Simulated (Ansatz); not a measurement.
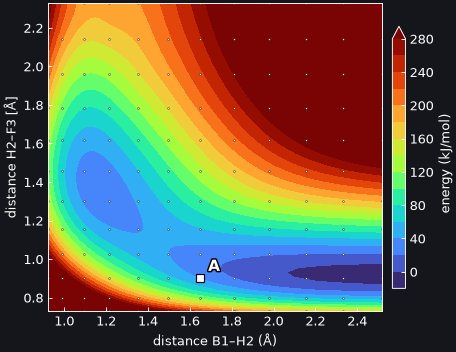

The system B + HF, spin multiplicity 2. Coordinates scanned: (1) distance B1–H2; (2) distance H2–F3. Nothing is relaxed (the angle B1–H2–F3 is fixed at 90 degrees). The grid has 12 × 12 points. Points are written as (first, second). All energies are given in kJ/mol relative to B far from the relaxed HF (each part in its own basis). Level of theory: UKS BHLYP-D4/aug-cc-pVTZ (Ansatz 0.2.0).

In the figure: filled contours, dots at the grid points, one colour for all values above the top of the scale, the point A. Between grid points the surface is interpolated.

Question: Is A at rest? If not, where is it pushed?

Answer: A, at (1.648 Å, 0.902 Å), is not a stationary point. The computed force is 143 kJ/mol for each Å towards larger values of distance B1–H2 and 310 kJ/mol for each Å towards larger values of distance H2–F3.
